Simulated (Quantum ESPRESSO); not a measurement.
# Carrying a functional's shift from two faces of Fe to a third

How the rows were computed: Quantum ESPRESSO 7.5 (pw.x, pp.x), GBRV ultrasoft files, cold smearing of 0.02 Ry; slabs at the tabulated lattice constant, relaxed under PBE by Ansatz 0.2.0; both functionals on the same atoms. Work functions in eV.

| face | area an atom (Å²) | PBE | LDA |
| --- | --- | --- | --- |
| (110) | 5.82 | 4.744 | 5.068 |
| (100) | 8.24 | 3.850 | 4.221 |
| (111) | 14.27 | 3.890 | withheld |

**Question.** What does LDA give for (111)?

**Worked estimate.** The shifts from PBE are 5.068 − 4.744 = +0.324 eV and 4.221 − 3.850 = +0.371 eV, +0.347 eV in the mean. A rigid shift gives 3.890 + (+0.347) = 4.237 eV.

What the calculation gave: 4.255 eV; the estimate misses by −0.018 eV. The shift depends somewhat on the face. The measured value for this face is 4.81 eV (“Anisotropic work function of elemental crystals” (2019, arxiv:1902.07811)): PBE is off by −0.92 eV and LDA by −0.55 eV; other measurements of a face can differ by 0.1 to 0.2 eV. So large a miss may lie with the measured value or the ideal surface as well as with the functionals; this was not examined.

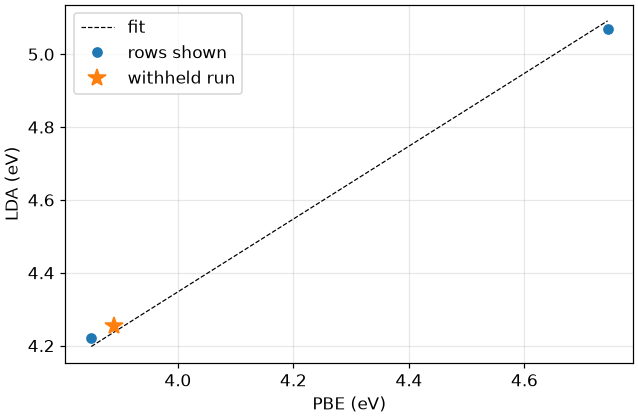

The rows shown, the fit and the withheld run.

**Limits.** Thin, unreconstructed slabs; thickness and mesh leave some 0.05 to 0.1 eV open, which largely cancels in the shift.
